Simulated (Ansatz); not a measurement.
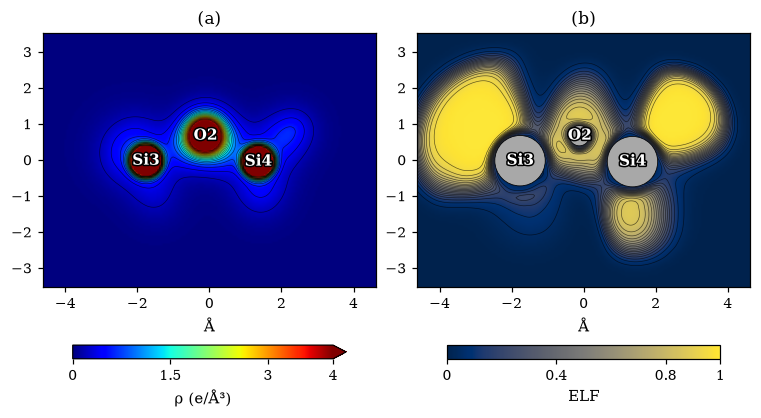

The picture shows: FH4OSi2 (charge −1). (a) total electron density; (b) electron localisation function on the plane of atoms Si3, O2 and Si4. Grey discs cover the atomic cores in the ELF map.

Geometry: B3LYP-D3(BJ)/def2-SVPD.

Theory: isolated molecule in a Gaussian basis; Kohn-Sham density functional theory, functional PBE0 (Ansatz 0.2.0).

```tsv
atom	x (Å)	y (Å)	z (Å)
F	0.3403	3.2020	-0.0892
O	-0.9386	2.3260	2.0482
Si	-0.1163	3.8093	1.4830
Si	-1.9593	1.2982	1.2768
H	-1.4199	4.5069	0.9522
H	-2.7639	0.5290	2.2904
H	-1.2599	0.2603	0.4487
H	-2.9423	1.9877	0.3778
```

Question: Read the bonding off the picture.

Answer:
- The plane passes through O and Si nuclei.
- Si–O (1.64 Å): ρ at the midpoint is about 1.2 e/Å³; the ELF peaks at about 0.85 between the atoms: a polar covalent bond.
- Si–O (1.79 Å): the density is about 0.84 e/Å³ at the midpoint; the ELF peaks at about 0.85 between the atoms (a shared but strongly polarised pair).
- The ELF also peaks beside O2, away from the bonds: lone-pair regions.
